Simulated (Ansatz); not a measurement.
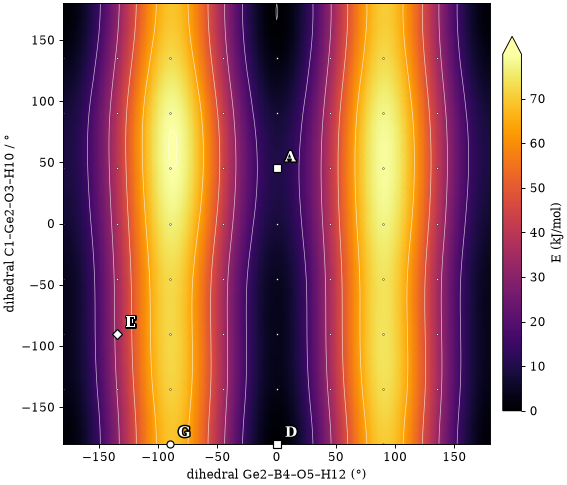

CH₇BGeO₂, SMILES [CH3][GeH]([OH])[BH]O. The first coordinate is: dihedral Ge2–B4–O5–H12; the second: dihedral C1–Ge2–O3–H10. Nothing is relaxed (all other coordinates rigid). Grid: 8 × 8 points. Points are written as (first, second). All energies are given in kJ/mol relative to the lowest grid point. The calculation used RKS PBE0-D4/def2-SVP in Ansatz.

In the figure: a smooth colour map with a few white contour lines, dots at the grid points, one colour for all values above the top of the scale, lettered points. Between grid points the surface is interpolated.

Q: Is G the lowest point of the computed grid?

A: No. G lies 69 kJ/mol above the lowest grid point, which is at (0°, −180°).

Q: What kind of point is each of A, D, E, G: minimum, saddle, maximum or slope?

A: A: saddle point; D: minimum; E: on a slope; G: saddle point. (In these two coordinates alone; a stationary point may lie a little off the grid point.)
